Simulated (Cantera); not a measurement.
Feed: 1 mol Si, 0.055 mol O2, 130 mol H2, at 0.100 bar.

These are equilibrium values from Cantera (NASA tables, ideal gas, pure condensed phases), not measurements of a reactor. Candidate condensed phases: H2O, Si, SiO2; 18 gas species. Mutual solubility and eutectic melting of coexisting phases are not modelled. The tables hold silica as quartz up to 1696 K and as liquid above; real silica turns to tridymite and cristobalite and melts near 1996 K. Gases not in the tables: Si2H6 and higher silanes. The numbers say what is thermodynamically allowed, not how fast it happens.

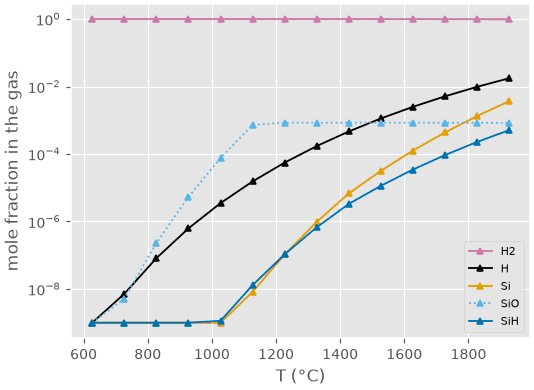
Figure: Equilibrium gas composition (values under 1e-9 drawn at 1e-9)

From 627 °C to 1127 °C the condensed part is Si(s) + SiO2(β-quartz). From 1227 °C to 1327 °C the condensed part is Si(s). From 1427 °C to 1927 °C the condensed part is Si(l). The main Si-bearing gas is SiH4 at 627 °C and Si at 1927 °C.
